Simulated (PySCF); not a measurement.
## Electronic structure of C₅H₇B in real space

```json
{"atom": "B", "x (Å)": "1.4289", "y (Å)": "0.0613", "z (Å)": "-0.4363"}
{"atom": "C", "x (Å)": "0.4490", "y (Å)": "-0.2290", "z (Å)": "0.9363"}
{"atom": "C", "x (Å)": "-0.5763", "y (Å)": "-1.1272", "z (Å)": "0.5533"}
{"atom": "C", "x (Å)": "-1.4294", "y (Å)": "-0.4971", "z (Å)": "-0.3406"}
{"atom": "C", "x (Å)": "-0.9895", "y (Å)": "0.8035", "z (Å)": "-0.5357"}
{"atom": "C", "x (Å)": "0.1816", "y (Å)": "1.0224", "z (Å)": "0.2302"}
{"atom": "H", "x (Å)": "2.5264", "y (Å)": "0.4163", "z (Å)": "-0.2228"}
{"atom": "H", "x (Å)": "1.1912", "y (Å)": "-0.5387", "z (Å)": "-1.4113"}
{"atom": "H", "x (Å)": "1.0280", "y (Å)": "-0.3199", "z (Å)": "1.8383"}
{"atom": "H", "x (Å)": "-0.6458", "y (Å)": "-2.1528", "z (Å)": "0.8712"}
{"atom": "H", "x (Å)": "-2.2675", "y (Å)": "-0.9547", "z (Å)": "-0.8346"}
{"atom": "H", "x (Å)": "-1.4322", "y (Å)": "1.5238", "z (Å)": "-1.2017"}
{"atom": "H", "x (Å)": "0.5311", "y (Å)": "1.9927", "z (Å)": "0.5359"}
```

Geometry: GFN2-xTB.

These are results of PySCF 2.14.0, PBE0/pcSseg-1, SCF density, gas phase, non-relativistic, not measurements.

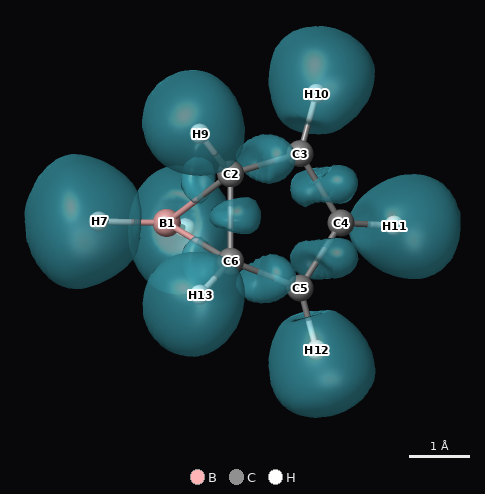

Figure 1. Isosurface of the ELF at 0.8 (cyan), seen at a tilt. Only the valence region is drawn (cores and ρ < 0.01 e/Å³ removed).

Question: Identify the bonds, lone pairs and shells in this picture.

Answer: The surface consists of two regions between bonded B–C atoms (shared pairs), five regions between bonded C–C atoms (shared pairs) and seven regions around hydrogen nuclei. Along the contacts the grid gives the following. C–C (1.39 Å): the ELF peaks at about 0.95 between the atoms (a covalent bond). C–B (1.71 Å): the ELF peaks at about 0.85 between the atoms; a shared electron pair.

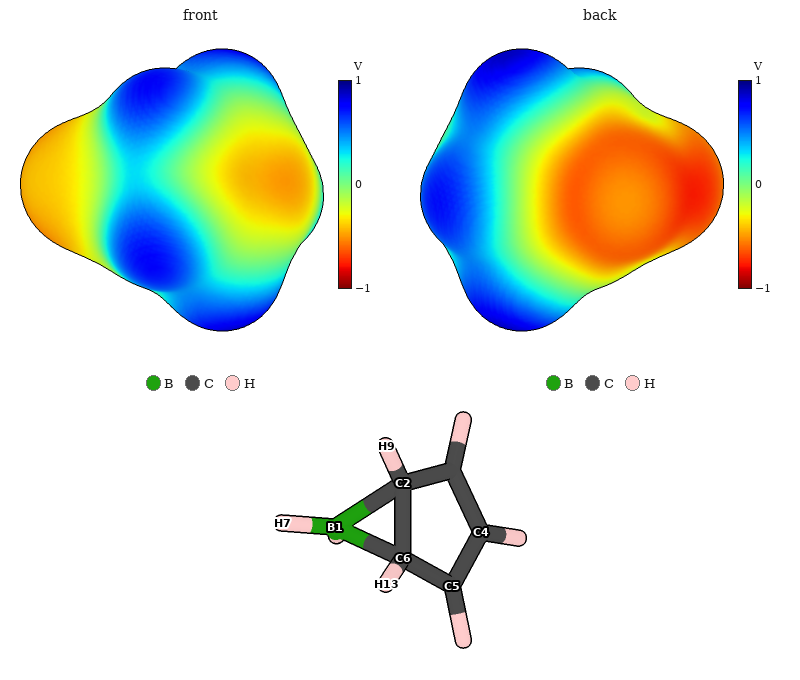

Figure 2. The electrostatic potential painted on the density surface at 0.001 e/bohr³, seen from the front and from behind; red is negative and blue positive. The bare structure is drawn below in the same view.

Question: Describe the electrostatic potential map.

Answer: The most negative region (about −0.7 V, or −16 kcal/mol for a unit charge) lies over H8, the most positive (about +0.9 V, or +21 kcal/mol for a unit charge) over H10 and H12.

Question: What dipole moment does the calculation give?

Answer: Its dipole moment is 1.56 D.

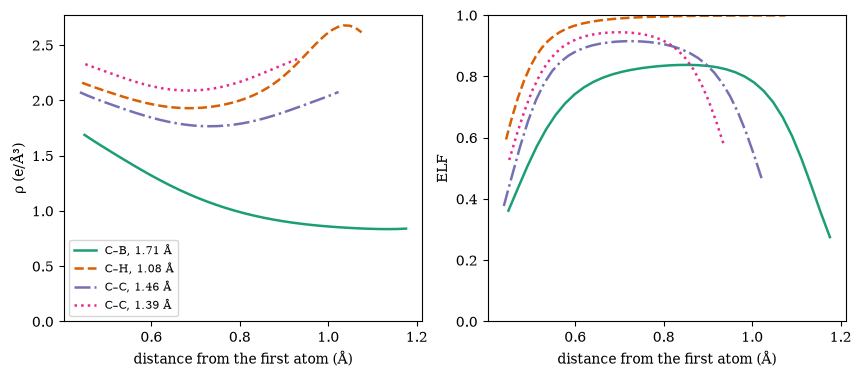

Figure 3. Electron density and ELF along straight lines between neighbouring atoms. The curves leave out the atomic cores.

Question: What kind of bonding do the profiles show?

Answer: C–B (1.71 Å): ρ at the midpoint is about 0.94 e/Å³, with its minimum of 0.84 e/Å³ about 1.1 Å from C; the ELF peaks at about 0.85 between the atoms (a shared electron pair).
C–H (1.08 Å): the density is about 2 e/Å³ at the midpoint; the ELF climbs to about 1 towards the hydrogen, as it does in any bond to H (a covalent bond by its length).
C–C (1.46 Å): ρ at the midpoint is about 1.8 e/Å³; the ELF peaks at about 0.90 between the atoms, as expected for localised, covalent bonding.
C–C (1.39 Å): ρ at the midpoint is about 2.1 e/Å³; the ELF peaks at about 0.95 between the atoms; a covalent bond.
